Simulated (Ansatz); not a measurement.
# CCSDTQ/STO-3G run of COF2 (carbonyl fluoride)

Aim: the electronic atomisation energy of COF2 (carbonyl fluoride) at CCSDTQ/STO-3G, from 4 runs. 

The results are computed with Ansatz 0.2.0.

62 further runs of the same task are left out: 5 that didn't finish, 57 set aside as unsound or not needed.

## Step 1: The system as given

COF2 has 4 atoms, charge 0, and is taken as a singlet. SMILES: `O=C(F)F`. The shape is that of a PBE0-D4/def2-TZVP optimisation.

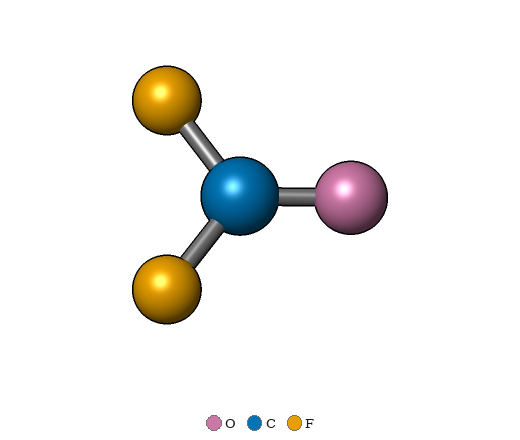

Viewed from a chosen angle; oxygen pink, carbon blue, fluorine amber.

## Step 2: A single-point energy at CCSDTQ/STO-3G

The input, molecule.yaml:

```yaml
crystal:
  periodic: [false, false, false]
  atoms:
    - {symbol: O, position_ang: [-1.242660, -0.157400, 0.153910]}
    - {symbol: C, position_ang: [-0.091830, -0.011630, 0.011370]}
    - {symbol: F, position_ang: [0.845490, -0.826670, 0.424670]}
    - {symbol: F, position_ang: [0.488990, 0.995700, -0.589960]}
basis:
  gaussian:
    orbitals: STO-3G
correlation:
  method: ccsdtq
  frozen_orbitals: {C: 1, F: 1, O: 1}
accuracy: high
scf:
  omitted_lower_state_checks: [cluster_reference, increment]
```

Command:

```
$ ansatz run molecule.yaml --threads 1 --pin off --max-ram 3480MiB --events-out events.jsonl --progress --plain --runs-dir runs
```

The program printed:

```text
Warning: RAYON_NUM_THREADS=1 ignored (pool sized by the plan → 1); use --threads N
Functional definition: HF
  name "HF"
  exchange = exact_x
  correlation = 0
these checks for a lower state are left out or cut short: cluster_reference, increment
368 factors; integrals over basis functions are off by at most 5.4e-8 eV
mean field evaluation 1: about -8356.3217 eV, gradient 4.3e1 eV
mean field evaluation 2: about -8356.4427 eV, gradient 4.3e1 eV
mean field evaluation 4: about -8362.0017 eV, gradient 3.0e0 eV
mean field evaluation 8: about -8362.0635 eV, gradient 1.0e-1 eV
mean field -8362.06348679 eV, -307.3001651293 hartree, gradient 9.6e-9 eV, S^2 0.000000; 0 other end points of the search recorded, 0 dependent functions left out
4 core orbitals not correlated: weight in the atoms' cores, before any rotation towards them, 1.000 or more for the frozen orbitals, at most 0.000 for the correlated occupied ones
reference -8362.06348679 eV, -307.3001651293 hartree; 12, 12 occupied and 4, 4 virtual orbitals, 368 factors
second order -3.96389379 eV of doubles, -0.00000000 eV of singles
cycle   1  -4.17500447 eV  change   -2.1e-1 eV  update   9.6e-2
cycle   2  -4.54710477 eV  change   -3.7e-1 eV  update   4.9e-2
cycle   3  -4.69692273 eV  change   -1.5e-1 eV  update   2.2e-2
cycle   4  -4.72658643 eV  change   -3.0e-2 eV  update   9.2e-3
cycle   5  -4.73692289 eV  change   -1.0e-2 eV  update   4.8e-3
cycle   6  -4.73578601 eV  change    1.1e-3 eV  update   1.7e-3
cycle   7  -4.73473244 eV  change    1.1e-3 eV  update   7.2e-4
cycle   8  -4.73461418 eV  change    1.2e-4 eV  update   4.5e-4
cycle   9  -4.73460943 eV  change    4.7e-6 eV  update   2.0e-4
cycle  10  -4.73463613 eV  change   -2.7e-5 eV  update   8.0e-5
cycle  11  -4.73467726 eV  change   -4.1e-5 eV  update   2.9e-5
cycle  12  -4.73468579 eV  change   -8.5e-6 eV  update   8.3e-6
cycle  13  -4.73468688 eV  change   -1.1e-6 eV  update   5.4e-6
cycle  14  -4.73468666 eV  change    2.3e-7 eV  update   2.7e-6
cycle  15  -4.73468590 eV  change    7.6e-7 eV  update   1.3e-6
cycle  16  -4.73468534 eV  change    5.6e-7 eV  update   4.6e-7
cycle  17  -4.73468521 eV  change    1.3e-7 eV  update   1.4e-7
cycle  18  -4.73468499 eV  change    2.2e-7 eV  update   8.1e-8
cycle  19  -4.73468502 eV  change   -2.5e-8 eV  update   4.4e-8
cycle  20  -4.73468500 eV  change    1.6e-8 eV  update   2.8e-8
cycle  21  -4.73468505 eV  change   -4.5e-8 eV  update   1.8e-8
cycle  22  -4.73468503 eV  change    1.4e-8 eV  update   1.0e-8
cycle  23  -4.73468505 eV  change   -1.0e-8 eV  update   4.7e-9
cycle  24  -4.73468505 eV  change  -3.6e-10 eV  update   1.2e-9
Total energy: -8366.79817184 eV, -307.4741615955 hartree
Checks for a lower state left out: cluster_reference, increment
```

Wall time 34 s (1 thread of Arm Neoverse V2, shared host); peak memory 1.4 GiB.

## Step 3: The C atom at the same level

The input, run.yaml:

```yaml
crystal:
  periodic: [false, false, false]
  atoms:
    - {symbol: C, position_ang: [0.000000, 0.000000, 0.000000]}
basis:
  gaussian: {orbitals: STO-3G}
magnetization: {spin_polarized: true, initial_magnetization: 2}
correlation: {method: ccsdtq, frozen_orbitals: {C: 1}}
accuracy: high
scf: {omitted_lower_state_checks: [cluster_reference, increment]}
```

Run the same way, it converges to -37.21862 Eh (log not shown).

## Step 4: The F atom, same level

The input, run.yaml:

```yaml
crystal:
  periodic: [false, false, false]
  atoms:
    - {symbol: F, position_ang: [0.000000, 0.000000, 0.000000]}
basis:
  gaussian: {orbitals: STO-3G}
magnetization: {spin_polarized: true, initial_magnetization: 1}
scf: {omitted_lower_state_checks: [cluster_reference, increment]}
accuracy: high
correlation: {method: ccsdtq, frozen_orbitals: {F: 1}}
```

Run the same way, it converges to -97.98651 Eh (log not shown).

## Step 5: The O atom at the same level

The input, input.yaml:

```yaml
crystal:
  periodic: [false, false, false]
  atoms:
    - {symbol: O, position_ang: [0.000000, 0.000000, 0.000000]}
basis:
  gaussian: {orbitals: STO-3G}
magnetization: {spin_polarized: true, initial_magnetization: 2}
correlation: {method: ccsdtq, frozen_orbitals: {O: 1}}
accuracy: high
scf: {omitted_lower_state_checks: [cluster_reference, increment]}
```

Run the same way, it converges to -73.80415 Eh (log not shown).

## Step 6: Results

Level: CCSDTQ/STO-3G, 4 core orbitals frozen.

```
                                             quantity          value
                               molecule: total energy  -307.47416 Eh
molecule: correlation energy (4 core orbitals frozen)     -174.0 mEh
                              molecule: T1 diagnostic          0.012
                                 C atom: total energy   -37.21862 Eh
   C atom: correlation energy (1 core orbital frozen)      -20.2 mEh
            C atom: ⟨S²⟩ of the reference determinant          2.000
                                C atom: T1 diagnostic          0.000
                                 F atom: total energy   -97.98651 Eh
   F atom: correlation energy (1 core orbital frozen)        0.0 mEh
            F atom: ⟨S²⟩ of the reference determinant          0.750
                                F atom: T1 diagnostic          0.000
                                 O atom: total energy   -73.80415 Eh
   O atom: correlation energy (1 core orbital frozen)        0.0 mEh
            O atom: ⟨S²⟩ of the reference determinant          2.000
                                O atom: T1 diagnostic          0.000
                        electronic atomisation energy      13.017 eV
```

Taking the molecule apart into free atoms costs 13.02 eV (1256 kJ/mol), before zero-point energy and without spin-orbit coupling. In a minimal basis such a difference can be off by several eV, whatever the method.
